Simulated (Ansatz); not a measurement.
Run report: CH₈N₃OV, single-point calculation

System: CH₈N₃OV.
Method: RKS PBE0-D4/def2-TZVPP (Ansatz 0.2.0).

The geometry comes from this level: PBE0-D4/def2-TZVP.

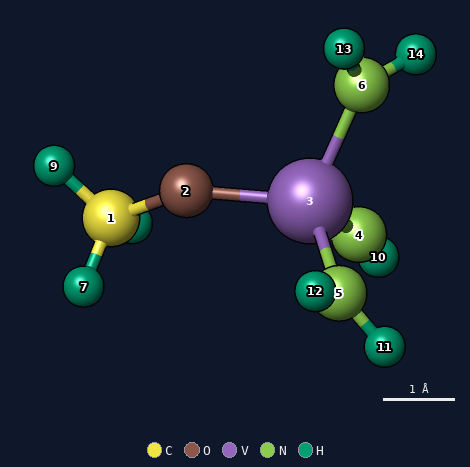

**Figure 1.** The structure (ball-and-stick view, seen at an oblique angle; atoms are numbered from 1 in the order of the input). Sticks mark near contacts. Bond lengths as drawn: C–H 1.10 Å, C–O 1.39 Å, H–N 1.01 Å, N–V 1.61 to 1.84 Å and O–V 1.76 Å.

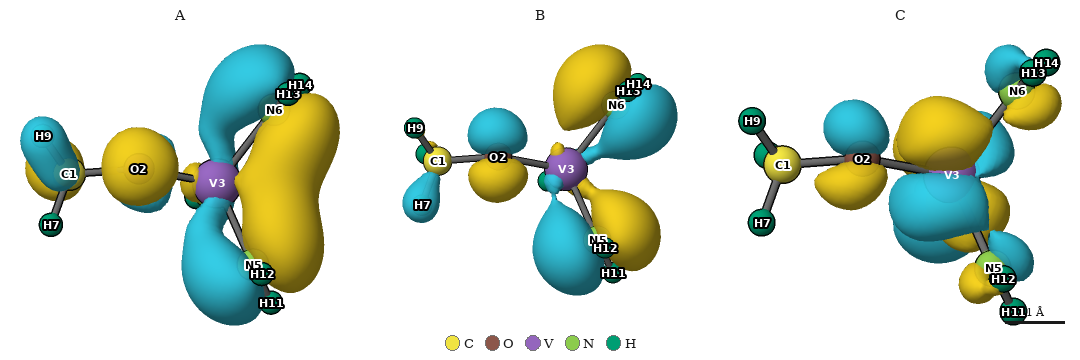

**Figure 2.** Three frontier orbitals at ±0.1 Å⁻³ᐟ² (yellow and cyan are the two phases). A is the HOMO−1 (−7.59 eV). By Hirshfeld shares it lies mainly on N6 (25 %), N5 (25 %), O2 (15 %) and V3 (15 %). B is the HOMO (−6.54 eV). C is the LUMO (−1.10 eV). Its weight (Hirshfeld) is mainly on V3 (65 %) and N4 (15 %). The HOMO–LUMO gap is 5.44 eV between the orbital energies.

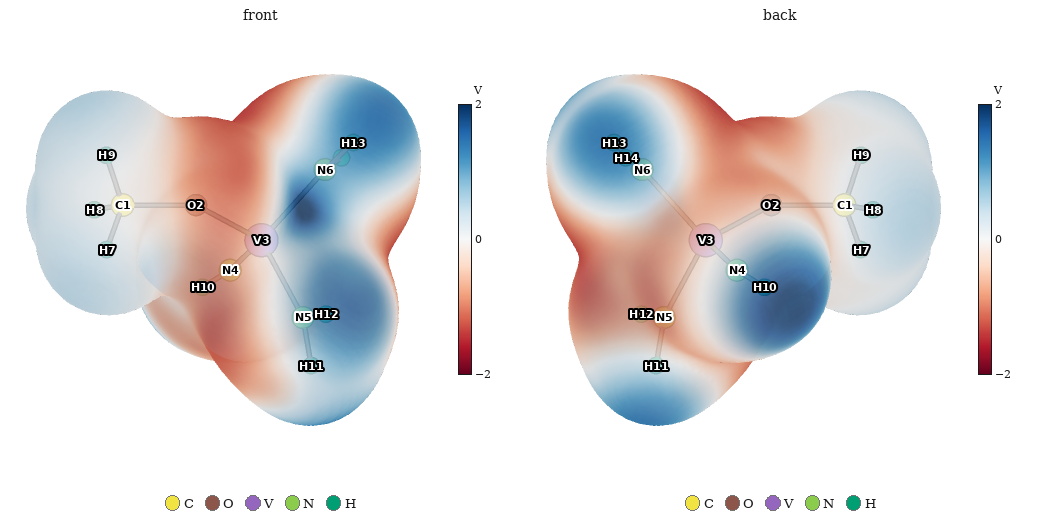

**Figure 3.** The electrostatic potential painted on the density surface at 0.002 e/bohr³, seen at a tilt and from behind; the colour scale runs from red (negative) to blue (positive).

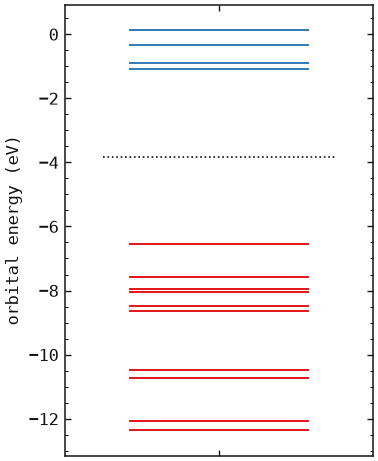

**Figure 4.** Orbital energies near the frontier; the dotted line parts filled from empty levels, and levels within 0.02 eV of each other stand side by side. Highest filled −6.54 eV, lowest empty −1.10 eV, 5.44 eV apart.

These pictures come from the run below.

### The input
```yaml
crystal:
  periodic: [false, false, false]
  atoms:
    - {symbol: C, position_ang: [-0.556936, 0.228720, 2.302487]}
    - {symbol: O, position_ang: [-0.132891, -0.391379, 1.132220]}
    - {symbol: V, position_ang: [0.194708, -0.029725, -0.559264]}
    - {symbol: N, position_ang: [0.343553, 1.543724, -0.870340]}
    - {symbol: N, position_ang: [-1.239835, -0.592816, -1.568763]}
    - {symbol: N, position_ang: [1.795013, -0.797234, -1.052303]}
    - {symbol: H, position_ang: [-1.649722, 0.190187, 2.382860]}
    - {symbol: H, position_ang: [-0.243795, 1.277930, 2.333963]}
    - {symbol: H, position_ang: [-0.128644, -0.287870, 3.168472]}
    - {symbol: H, position_ang: [0.392286, 2.552540, -0.907166]}
    - {symbol: H, position_ang: [-1.714128, -0.052372, -2.272669]}
    - {symbol: H, position_ang: [-1.577736, -1.544770, -1.543460]}
    - {symbol: H, position_ang: [1.960114, -1.791524, -0.978903]}
    - {symbol: H, position_ang: [2.545013, -0.334611, -1.538234]}
basis:
  gaussian: {orbitals: def2-TZVPP}
hamiltonian: {xc: pbe0, dispersion: d4}
output: {orbitals: {seedname: orbitals}}
```

Launch command:
```bash
ansatz run in.yaml --threads 4 --pin off --events-out ev --progress --plain --max-ram 11315MiB
```

### Log
```
Functional definition: PBE0
  name "PBE0"
  cite "Adamo & Barone, J. Chem. Phys. 110, 6158 (1999) doi:10.1063/1.478522"
  cite "Perdew, Burke & Ernzerhof, Phys. Rev. Lett. 77, 3865 (1996) doi:10.1103/PhysRevLett.77.3865"
  parent pbe
  parameter a = 0.25
  parameter kappa = 0.804
  parameter beta = 0.06672455060314922
  exchange = (1 - a)*pbe_x(kappa = kappa, mu = beta*pi^2/3) + a*exact_x
  correlation = pbe_c(beta = beta)
1796 factors; their error is unknown
mean field evaluation 1: about -33338.8026 eV, gradient 1.2e2 eV
mean field evaluation 2: about -33022.8033 eV, gradient 5.0e2 eV
mean field evaluation 4: about -33356.9541 eV, gradient 6.6e1 eV
mean field evaluation 8: about -33363.0614 eV, gradient 4.3e-1 eV
mean field evaluation 16: about -33363.1418 eV, gradient 4.6e-3 eV
mean field -33363.14179928 eV, -1226.0728467736 hartree, gradient 7.3e-5 eV, S^2 0.000000; 0 other end points of the search recorded, 0 dependent functions left out
reference -33363.14183857 eV, -1226.0728482177 hartree; 33, 33 occupied and 298, 298 virtual orbitals, 1796 factors
Total energy: -33363.39616938 eV, -1226.0821947026 hartree
```

### Key numbers

- outcome: converged
- total energy: −33363.3962 eV
- mean-field energy: −33363.1418 eV
- dispersion energy: −0.2543 eV
- SCF solution under orbital rotations: stable
- HOMO: −6.54 eV
- LUMO: −1.10 eV
- hardware: 4 threads of Arm Neoverse V1, 23 GiB of memory available, shared host
- wall time: 8.5 s (CPU time 30 s)
- peak memory: 1.1 GiB
